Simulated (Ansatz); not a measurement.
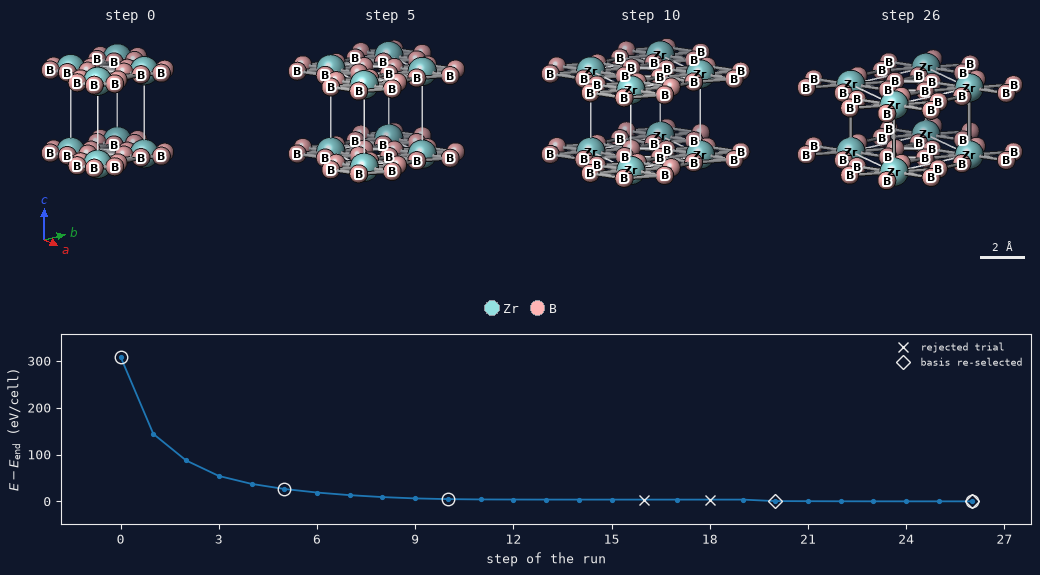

Frames of a relaxation of solid ZrB6 (a generated structure, set up in P6/mmm) (coarse preliminary run), marked on the history of the run. A ball-and-stick model of the cell of the calculation, seen slightly off an axis.

Method: Ansatz 0.2.0, DFT PBE, scalar-relativistic, plane waves, PAW. Set-up: plane-wave cutoff 420 eV; k-point mesh 6 × 6 × 4; occupations gaussian; smearing width 0.1 eV; no spin polarisation; cell and atoms relaxed; force threshold 0.04 eV/Å; at most 70 steps.

### What happens along the run?

The largest moves relative to the cell, 0.57 Å, are those of B atoms. Zr stays in place. The volume changes by +109.9 %, with a = b 3.426 → 5.519 Å (+61.1 %), c 3.884 → 3.141 Å (−19.1 %). Some distances before and after: B–B 2.014 → 4.378 Å, Zr–Zr 3.426 → 5.519 Å, B–B 1.744 → 3.791 Å, B–Zr 1.007 → 2.189 Å. Bonds break: B–B (1.01 → 2.19 Å). The space group stays P6/mmm (No. 191). After 22 accepted moves (26 points after the start) the energy has fallen by 308.737 eV per cell of the calculation. The largest force component goes from 210 to 0.00046 eV/Å. Pressure: 1896.30 GPa at the start and 0.06 GPa at the end. The line search rejected the trial steps at points 16, 18 of the run. At 2 points the geometry stayed and the basis and grid were re-selected for the new cell (energy shift of 3.184 eV per cell of the calculation at most each time). Cost: 47 s on 1 thread of Intel(R) Xeon(R) Platinum 8375C CPU @ 2.90GHz (Ice Lake) (shared host), peak memory 0.44 GiB. From step 0 to 5: B atoms move most (0.40 Å), volume +54.2 %, energy −282.297 eV per cell of the calculation. From step 5 to 10: B atoms move most (0.02 Å), volume +39.7 %, energy −21.691 eV per cell of the calculation. From step 10 to 26: B atoms move most (0.03 Å), volume −2.6 %, energy −4.748 eV per cell of the calculation.

```json
{"step": "0", "E − E(0), meV/atom": "0.00", "largest force component, eV/Å": "214.8266", "pressure, GPa": "1896.30", "volume, Å³/atom": "5.640", "note": ""}
{"step": "1", "E − E(0), meV/atom": "-23520.66", "largest force component, eV/Å": "86.2837", "pressure, GPa": "927.75", "volume, Å³/atom": "6.202", "note": ""}
{"step": "2", "E − E(0), meV/atom": "-31614.29", "largest force component, eV/Å": "46.6014", "pressure, GPa": "577.52", "volume, Å³/atom": "6.794", "note": ""}
{"step": "3", "E − E(0), meV/atom": "-36350.43", "largest force component, eV/Å": "20.8505", "pressure, GPa": "374.76", "volume, Å³/atom": "7.399", "note": ""}
{"step": "4", "E − E(0), meV/atom": "-38774.16", "largest force component, eV/Å": "8.9074", "pressure, GPa": "268.59", "volume, Å³/atom": "8.030", "note": ""}
{"step": "5", "E − E(0), meV/atom": "-40328.21", "largest force component, eV/Å": "3.7406", "pressure, GPa": "190.63", "volume, Å³/atom": "8.699", "note": ""}
{"step": "6", "E − E(0), meV/atom": "-41415.97", "largest force component, eV/Å": "2.0413", "pressure, GPa": "135.55", "volume, Å³/atom": "9.390", "note": ""}
{"step": "7", "E − E(0), meV/atom": "-42214.02", "largest force component, eV/Å": "0.6463", "pressure, GPa": "97.14", "volume, Å³/atom": "10.089", "note": ""}
{"step": "8", "E − E(0), meV/atom": "-42804.32", "largest force component, eV/Å": "0.2815", "pressure, GPa": "68.00", "volume, Å³/atom": "10.778", "note": ""}
{"step": "9", "E − E(0), meV/atom": "-43207.53", "largest force component, eV/Å": "0.1474", "pressure, GPa": "41.44", "volume, Å³/atom": "11.468", "note": ""}
{"step": "10", "E − E(0), meV/atom": "-43426.90", "largest force component, eV/Å": "0.0945", "pressure, GPa": "18.64", "volume, Å³/atom": "12.152", "note": ""}
{"step": "11", "E − E(0), meV/atom": "-43522.40", "largest force component, eV/Å": "0.1101", "pressure, GPa": "4.05", "volume, Å³/atom": "12.136", "note": ""}
{"step": "12", "E − E(0), meV/atom": "-43549.61", "largest force component, eV/Å": "0.0096", "pressure, GPa": "0.18", "volume, Å³/atom": "11.688", "note": ""}
{"step": "13", "E − E(0), meV/atom": "-43567.90", "largest force component, eV/Å": "0.0498", "pressure, GPa": "-0.30", "volume, Å³/atom": "11.105", "note": ""}
{"step": "14", "E − E(0), meV/atom": "-43570.14", "largest force component, eV/Å": "0.0128", "pressure, GPa": "0.24", "volume, Å³/atom": "10.919", "note": ""}
{"step": "15", "E − E(0), meV/atom": "-43570.50", "largest force component, eV/Å": "0.0040", "pressure, GPa": "0.14", "volume, Å³/atom": "10.887", "note": ""}
{"step": "16", "E − E(0), meV/atom": "-43563.89", "largest force component, eV/Å": "0.0737", "pressure, GPa": "-0.91", "volume, Å³/atom": "10.396", "note": "rejected"}
{"step": "17", "E − E(0), meV/atom": "-43570.60", "largest force component, eV/Å": "0.0065", "pressure, GPa": "0.04", "volume, Å³/atom": "10.879", "note": ""}
{"step": "18", "E − E(0), meV/atom": "-43571.42", "largest force component, eV/Å": "0.0039", "pressure, GPa": "-0.45", "volume, Å³/atom": "10.783", "note": "rejected"}
{"step": "19", "E − E(0), meV/atom": "-43570.84", "largest force component, eV/Å": "0.0078", "pressure, GPa": "-0.03", "volume, Å³/atom": "10.857", "note": ""}
{"step": "20", "E − E(0), meV/atom": "-44025.67", "largest force component, eV/Å": "0.8706", "pressure, GPa": "17.84", "volume, Å³/atom": "10.857", "note": "same geometry, new basis"}
{"step": "21", "E − E(0), meV/atom": "-44055.83", "largest force component, eV/Å": "0.4918", "pressure, GPa": "14.49", "volume, Å³/atom": "10.861", "note": ""}
{"step": "22", "E − E(0), meV/atom": "-44085.97", "largest force component, eV/Å": "0.0034", "pressure, GPa": "8.77", "volume, Å³/atom": "11.230", "note": ""}
{"step": "23", "E − E(0), meV/atom": "-44098.41", "largest force component, eV/Å": "0.5473", "pressure, GPa": "0.28", "volume, Å³/atom": "11.897", "note": ""}
{"step": "24", "E − E(0), meV/atom": "-44103.39", "largest force component, eV/Å": "0.0568", "pressure, GPa": "0.09", "volume, Å³/atom": "11.817", "note": ""}
{"step": "25", "E − E(0), meV/atom": "-44103.41", "largest force component, eV/Å": "0.0001", "pressure, GPa": "-0.02", "volume, Å³/atom": "11.836", "note": ""}
{"step": "26", "E − E(0), meV/atom": "-44105.22", "largest force component, eV/Å": "0.0005", "pressure, GPa": "0.06", "volume, Å³/atom": "11.836", "note": "same geometry, new basis"}
```

Limits of the set-up: the k-point mesh is coarse for a cell with partly filled bands.
